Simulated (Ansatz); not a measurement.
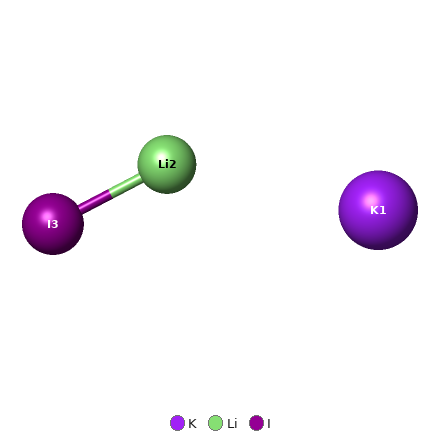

The system is K + LiI, spin multiplicity 2; the picture shows the reference structure. 
- Coordinates scanned: (1) distance K1–Li2; (2) distance Li2–I3.
- Nothing is relaxed (the angle K1–Li2–I3 is fixed at 140 degrees).
- Grid: 10 × 10 points. At 20 points there is no value.
- Points are written as (first, second).
- Energies are in kJ/mol, from the lowest grid point.
- The D4 coefficients can switch as the alkali atoms part, which puts small steps into the map.
- Method: UKS PBE0-D4/def2-TZVPD (Ansatz).

Its coordinates:

```yaml
atoms:
  - { symbol: K, position_ang: [-4.0910, 0.0000, 0.0000] }
  - { symbol: Li, position_ang: [0.0000, 0.0000, 0.0000] }
  - { symbol: I, position_ang: [1.8531, 1.5549, 0.0000] }
```

Range: distance K1–Li2 from 2.648 to 4.648 Å; distance Li2–I3 from 2.136 to 4.136 Å.

What landscape does the calculation give?

The lowest grid point is at (4.091 Å, 2.419 Å). The highest grid point, (2.648 Å, 4.136 Å), lies 211 kJ/mol above the lowest.

```csv
"distance Li2–I3 ↓, distance K1–Li2 →",2.648,2.763,2.931,3.127,3.345,3.579,3.829,4.091,4.364,4.648
4.136,211,196,180,–,159,–,154,–,146,–
3.852,186,172,157,144,136,132,131,123,122,130
3.579,160,–,130,–,110,–,106,103,98,–
3.317,131,118,103,91,83,79,79,79,80,82
3.067,102,–,74,–,55,–,51,–,55,–
2.833,75,63,49,38,30,27,26,26,29,34
2.615,55,–,29,–,11,–,7,–,10,–
2.419,46,35,22,12,5,1,0,0,3,7
2.251,55,44,31,21,15,–,10,–,12,17
2.136,74,63,51,42,36,32,32,31,33,37
```

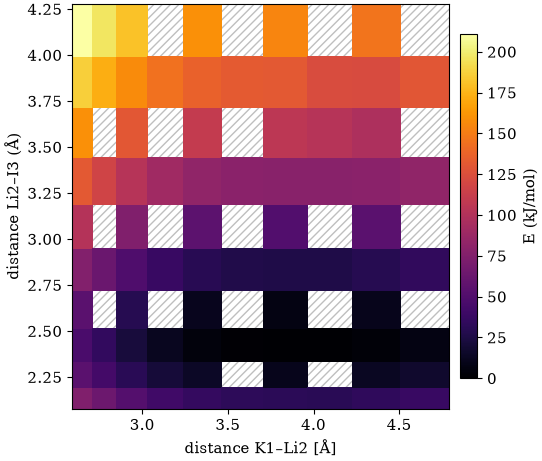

In the figure: one coloured cell a grid point, hatched blanks where no value was computed.

The whole map (80 points run) took 14 min on 1 thread of Arm Neoverse V2, on a shared host.
